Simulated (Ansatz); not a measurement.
# H6Si2···HBr: what the fields show

```xyz
10

Si   -0.7670   -0.7837   -0.1842
H     0.0946   -1.2882   -1.2387
H    -1.4160   -1.9643    0.4689
H    -1.8248    0.0702   -0.7993
Si    0.4905    0.3824    1.4212
H     0.5841    0.1203   -2.4518
Br    0.5635    1.5895   -2.5659
H     1.2774   -0.5981    2.2303
H    -0.4328    1.1220    2.3351
H     1.4304    1.3500    0.7843
```

Not at a stationary point (largest force 1.1 eV/Å).

All numbers below come from Ansatz 0.2.0, RKS PBE0/def2-SVP.

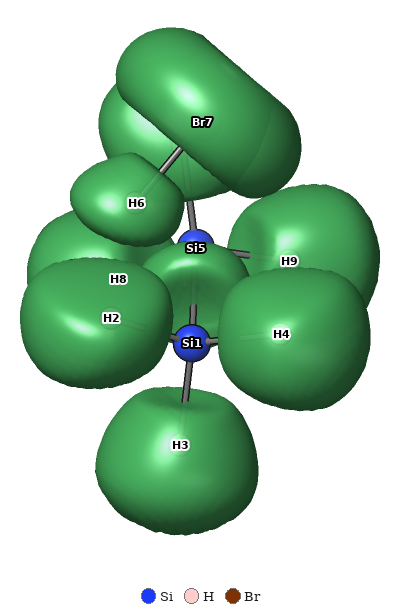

Figure 1. Isosurface of the electron localisation function at 0.8 (green), seen at an oblique angle. Core shells and regions of very low density are left out.

Describe the localisation domains.

Answer. The ELF exceeds this value in one region between bonded Si–Si atoms (shared pairs), seven regions around hydrogen nuclei and one ring or bowl of non-bonding electrons around Br.


H2···H6 (1.92 Å): the ELF dips to about 0.10 between them. Si–Si (2.35 Å): the ELF peaks at about 1 between the atoms, as expected for a covalent bond.

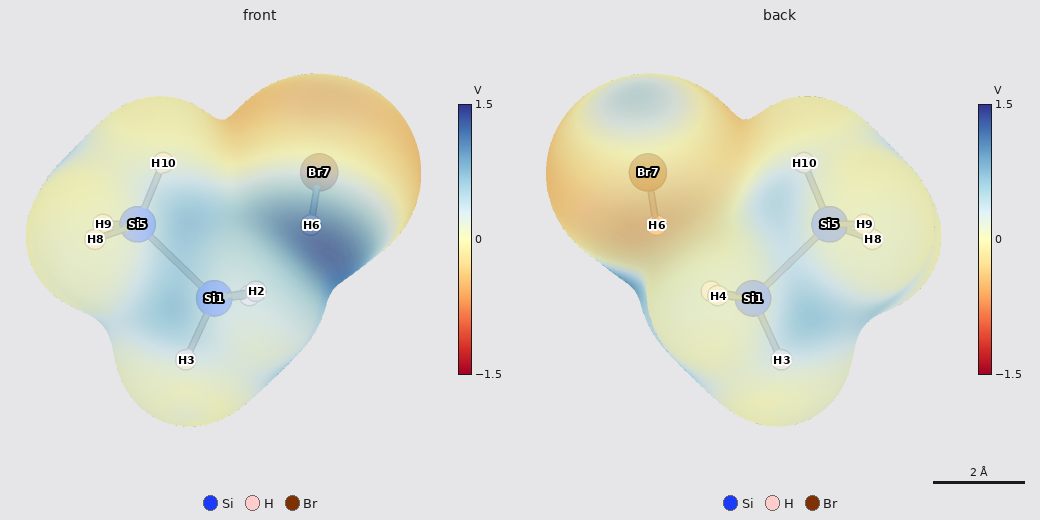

Figure 2. The electrostatic potential painted on the density surface at 0.001 e/bohr³, seen from the front and from behind; the colour scale runs from red (negative) to blue (positive).

Which sites attract a positive test charge, and which a negative one?

Answer. A positive charge is drawn to the negative regions and a negative charge to the positive ones. The most negative region (about −0.4 V) lies over Br7, the most positive (about +1.2 V) over H6. Br7 shows a σ-hole: about +0.5 V at the tip opposite its bond, against about −0.4 V on its flanks.

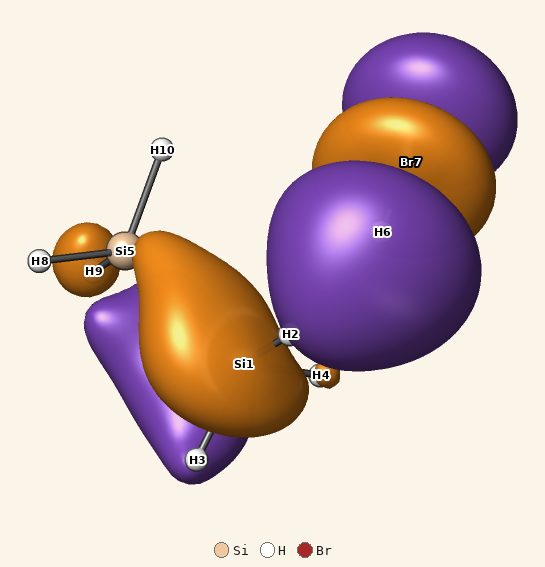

Figure 3. The LUMO at ±0.08 Å⁻³ᐟ² (orange and purple are the two phases), seen at a tilt.

Where does this orbital lie, and at what energy?

Answer. It lies mainly on Br7 (about 35 %), H6 (about 30 %), Si1 (about 15 %) and H2 (about 10 %). Its energy is −0.44 eV.
